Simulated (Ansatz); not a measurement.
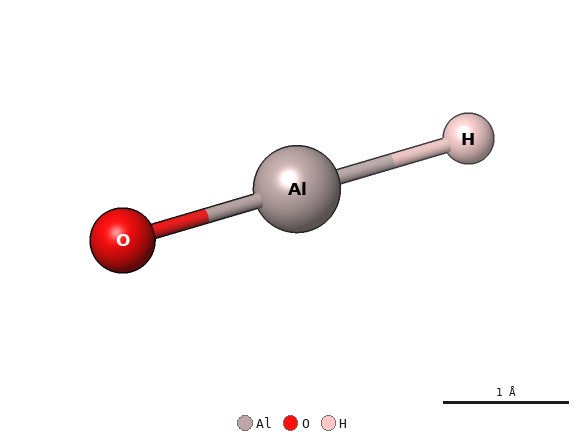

Depth is shown by fading: the farther an atom, the more it takes the colour of the background. The computed structure is the end point of a PBE0-D4/def2-TZVP optimisation. Masses are those of the most abundant isotopes; constants are for the rigid equilibrium geometry.

**Classify the rotor and give the rotational constants (cm⁻¹).**

A linear rotor (C∞v) with B = 0.560 cm⁻¹.
